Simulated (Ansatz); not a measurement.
Input

```
crystal:
  periodic: [false, false, false]
  atoms:
    - {symbol: C, position_ang: [-0.271883, -0.423121, -1.145506]}
    - {symbol: C, position_ang: [0.450179, -0.632084, -2.442201]}
    - {symbol: Sn, position_ang: [2.343452, -1.124171, -2.933656]}
    - {symbol: H, position_ang: [0.369980, -0.569872, -0.262026]}
    - {symbol: H, position_ang: [-0.695049, 0.597308, -1.075947]}
    - {symbol: H, position_ang: [-1.131224, -1.113227, -1.043194]}
    - {symbol: H, position_ang: [-0.191555, -0.485569, -3.333690]}
basis:
  gaussian: {orbitals: def2-TZVPD}
hamiltonian: {xc: {name: PBE0}}
output: {forces: true, orbitals: {seedname: orbitals}}
```

Command:

```sh
ansatz run input.yaml --threads 1 --pin off --max-ram 2610MiB --events-out events.jsonl --progress --plain --runs-dir runs
```

Geometry: r2SCAN-D4/def2-SVP; core potentials replace the inner electrons of Sn.

The calculation used isolated molecule in a Gaussian basis; Kohn-Sham density functional theory, functional PBE0 in Ansatz.

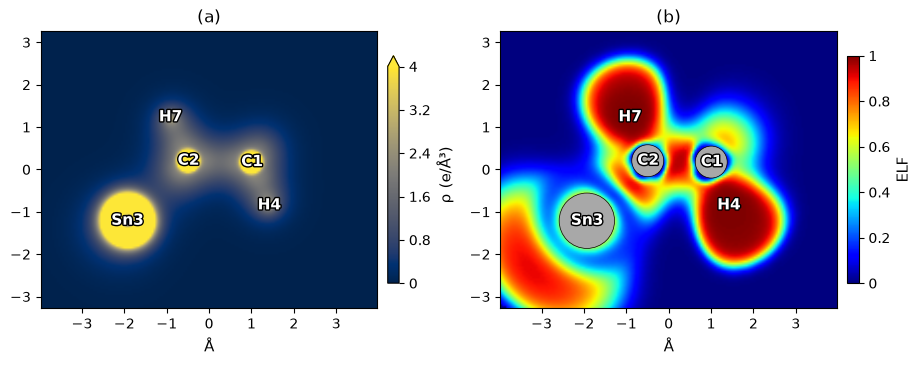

C2H4Sn (SMILES C[CH]=[Sn]). (a) electron density; (b) ELF on the plane of atoms C1, C2 and H7. Grey discs cover the atomic cores in the ELF map.

**What does the map show?**

The section cuts through C, Sn and H sites.
C–C (1.50 Å): ρ at the midpoint is about 1.7 e/Å³; the ELF peaks at about 0.95 between the atoms; localised, covalent bonding.
C–Sn (2.02 Å): ρ is about 0.86 e/Å³ halfway; the ELF peaks at about 0.90 in the valence shell of C, 0.7 Å from its nucleus, and drops to about 0.20 between the two atoms.
C–H (1.10 Å): the density is about 1.9 e/Å³ at the midpoint; the ELF climbs to about 1 towards the hydrogen, as it does in any bond to H; a covalent bond by its length.
